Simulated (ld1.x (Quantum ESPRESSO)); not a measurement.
**V: pseudopotential generation (part 2 of 2)**

Continued. System: vanadium (V, Z = 23), core [Ar], reference valence 3d3.5 4s1.5 4p0, valence charge 5. Method: RRKJ potential, LDA (PZ), scalar-relativistic, made with ld1.x (Quantum ESPRESSO) 7.5.

### Output of the test run (extracts), continued
```
     ---------------------- Testing the pseudopotential ----------------------

     V
     scalar relativistic calculation

     atomic number is 23.00   valence charge is  5.00
     dft =PZ   lsd =1 sic =0 latt =0  beta=0.20 tr2=1.0E-14
     mesh =1181 r(mesh) = 100.93793 xmin = -7.00 dx = 0.01250

     n l     nl             e AE (Ry)        e PS (Ry)    De AE-PS (Ry)
     3 2     3D   1( 3.50)       -0.33354       -0.34232        0.00878  !
     1 0     4S   1( 1.00)       -0.35137       -0.35057       -0.00080
     2 1     4P   1( 0.00)       -0.11090       -0.11071       -0.00019
     3 2     3D   2( 0.00)       -0.15403       -0.13520       -0.01882  !
     1 0     4S   2( 0.50)       -0.26917       -0.26664       -0.00253
     2 1     4P   2( 0.00)       -0.06979       -0.06946       -0.00033

     eps = 5.1E-15  iter = 16

     Etot =   -1894.281824 Ry,    -947.140912 Ha,  -25773.017181 eV
     Etotps =   -22.687864 Ry,     -11.343932 Ha,    -308.684117 eV
     dEtot_ae =      -0.167450 Ry
     dEtot_ps =      -0.191322 Ry,   Delta E=       0.023872 Ry

     Ekin =      18.326906 Ry,       9.163453 Ha,     249.350253 eV
     Encl =     -20.315768 Ry,     -10.157884 Ha,    -276.410100 eV
     Ehrt =      10.965471 Ry,       5.482736 Ha,     149.192836 eV
     Ecxc =     -15.788006 Ry,      -7.894003 Ha,    -214.806758 eV
     (Ecc =     -10.629169 Ry,      -5.314584 Ha,    -144.617207 eV)
     Epseu=     -15.876468 Ry,      -7.938234 Ha,    -216.010348 eV

     ---------------------- End of pseudopotential test ----------------------

     ---------------------- Testing the pseudopotential ----------------------

     V
     scalar relativistic calculation

     atomic number is 23.00   valence charge is  5.00
     dft =PZ   lsd =1 sic =0 latt =0  beta=0.20 tr2=1.0E-14
     mesh =1181 r(mesh) = 100.93793 xmin = -7.00 dx = 0.01250

     n l     nl             e AE (Ry)        e PS (Ry)    De AE-PS (Ry)
     3 2     3D   1( 3.00)       -0.45092       -0.46092        0.00999  !
     1 0     4S   1( 1.00)       -0.37587       -0.37915        0.00328
     2 1     4P   1( 0.00)       -0.12153       -0.12057       -0.00096
     3 2     3D   2( 0.00)       -0.29191       -0.27751       -0.01440  !
     1 0     4S   2( 1.00)       -0.32800       -0.32758       -0.00042
     2 1     4P   2( 0.00)       -0.10093       -0.09948       -0.00145

     eps = 1.8E-17  iter = 14

     Etot =   -1894.236068 Ry,    -947.118034 Ha,  -25772.394650 eV
     Etotps =   -22.636300 Ry,     -11.318150 Ha,    -307.982550 eV
     dEtot_ae =      -0.121695 Ry
     dEtot_ps =      -0.139758 Ry,   Delta E=       0.018063 Ry

     Ekin =      16.682384 Ry,       8.341192 Ha,     226.975396 eV
     Encl =     -19.949043 Ry,      -9.974522 Ha,    -271.420562 eV
     Ehrt =      10.460757 Ry,       5.230378 Ha,     142.325847 eV
     Ecxc =     -15.502916 Ry,      -7.751458 Ha,    -210.927923 eV
     (Ecc =     -10.629169 Ry,      -5.314584 Ha,    -144.617207 eV)
     Epseu=     -14.327481 Ry,      -7.163740 Ha,    -194.935307 eV

     ---------------------- End of pseudopotential test ----------------------
```

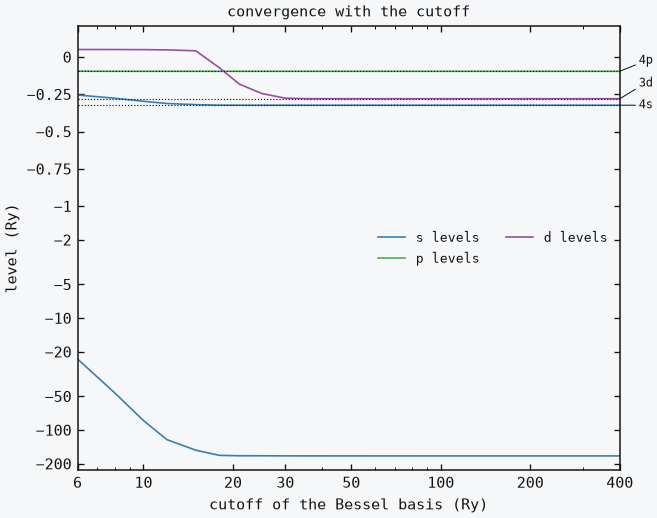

*The pseudo-atom Hamiltonian at the reference potential is diagonalised in spherical Bessel functions (20 bohr box) up to the cutoff. Curves: the lowest levels of each channel that holds a bound state. Dotted lines: the all-electron valence levels.*

- Ghost states: ghost state below the valence levels: s at -2321.4 eV. A ghost is a state of the pseudo-atom that lies below a valence level of its channel, or is bound in a channel without one, and matches no all-electron valence level; bound levels above the valence ones can be real empty states. In Ry: s -170.62.
- All-electron valence levels: 4s: -0.32 Ry; 4p: -0.10 Ry; 3d: -0.28 Ry.
- Onset of the ghost: the lowest s curve lies clearly below the lowest valence level of its channel already at the lowest cutoff, 6 Ry, and ends at -170.62 Ry.

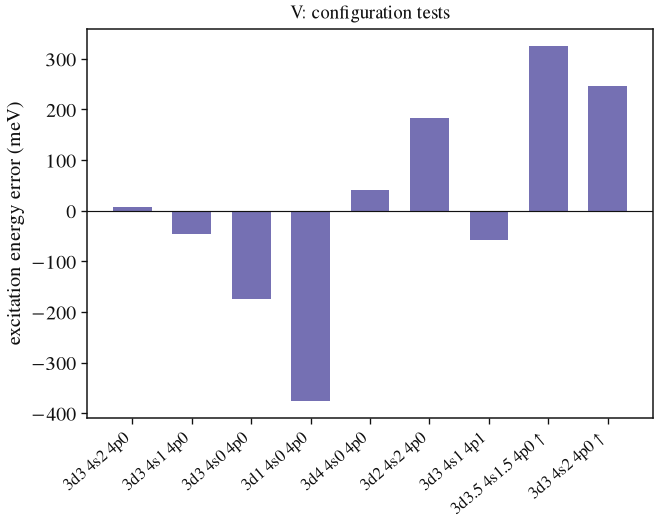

*Errors, all-electron minus pseudo, of the energies of valence configurations relative to the unpolarised reference 3d3.5 4s1.5 4p0. An arrow marks spin-polarised runs filled by Hund’s rule.*

- Worst configuration: 3d1 4s0 4p0 (charge +4): the error is -375 meV on an all-electron energy of +97.75 eV relative to the reference, or 0.38 %.
- Configurations within 10 meV and within 50 meV: 1 and 3 of 9.
- Errors in meV: 3d3 4s2 4p0: +6.8; 3d3 4s1 4p0: -47; 3d3 4s0 4p0: -174; 3d1 4s0 4p0: -375; 3d4 4s0 4p0: +41; 3d2 4s2 4p0: +182; 3d3 4s1 4p1: -57; 3d3.5 4s1.5 4p0 ↑: +325; 3d3 4s2 4p0 ↑: +246. The potential isn't sound: its ghost test gives ghost state below the valence levels: s at -2321.4 eV.

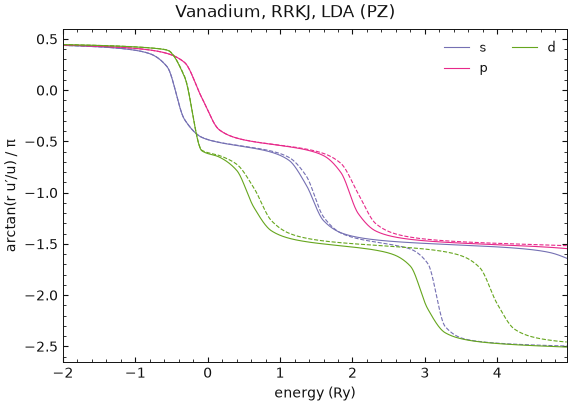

*Unwrapped phase arctan(r u′/u) in units of π against energy, all-electron (solid) and pseudo (dashed); the pseudo phase is matched to the all-electron one at the reference energy. Here u = r R(r). A near-vertical step is a level narrower than the spacing of the points behind the curves.*

- First channel to depart above its reference energy: the d channel: its phase error passes 0.05 rad 0.4 Ry above its reference energy, against 1.3 Ry for s.
- Ghost states: Going away from the reference energies, the phases part by more than π/2 in: s at about 3.2 Ry (above its reference energy, pseudo phase lower); d at about 3.0 Ry (above its reference energy, pseudo phase higher). Such a step is either a state that only one of the two atoms has or an ordinary level shifted in energy. The separate test gives: ghost state below the valence levels: s at -2321.4 eV. The bound ghosts lie below the range of the plot.
- Range over which the phases agree within 0.05 rad: s: up to about 1.0 Ry; p: up to about 1.5 Ry; d: up to about 0.2 Ry.

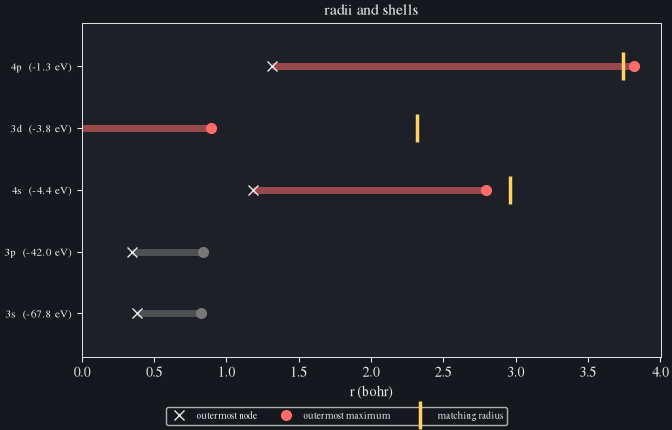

*Outer shells of the all-electron reference atom: each bar runs from the outermost node (or the nucleus) to the outermost maximum of u(r); the tick is the radius chosen for the pseudo-wave. Shells without a tick have no pseudo-wave of their own. Levels, nodes and maxima are from ld1.x, scalar-relativistic.*

- Radii against the shells: 4s: 2.96 bohr, outside the maximum; 3d: 2.32 bohr, outside the maximum; 4p: 3.74 bohr, between node and maximum.

### Summary

- outcome: generated, with a ghost state
- cutoffs needed: 35 Ry and 45 Ry (the cutoffs, on a coarse ladder, from which the occupation-weighted sum of valence levels, in a spherical-Bessel basis at the reference potential, stays within 10 and 1 mRy of its value at 400 Ry); ghost states and empty shells don't enter this sum
- ghost test: ghost state below the valence levels: s at -2321.4 eV (spherical-Bessel basis up to 400 Ry, 20 bohr box)
- largest excitation error: -375 meV (all-electron minus pseudo) for 3d1 4s0 4p0, out of 7 test configurations
- range over which the phases arctan(r u′/u) at the test radius agree within 0.05 rad (a looser test near the poles than one of phase shifts): s: up to about 1.0 Ry; p: up to about 1.5 Ry; d: up to about 0.2 Ry
- wall time: 1.7 s

### Notes

The potential has a bound ghost state, so it can't be used as it stands. An excitation error of 375 meV in its own tests makes this a poorly transferable potential. The scattering phases part by more than π/2 and stay apart in s from about 3.2 Ry: a level there is either far displaced or one that only the pseudo-atom has.
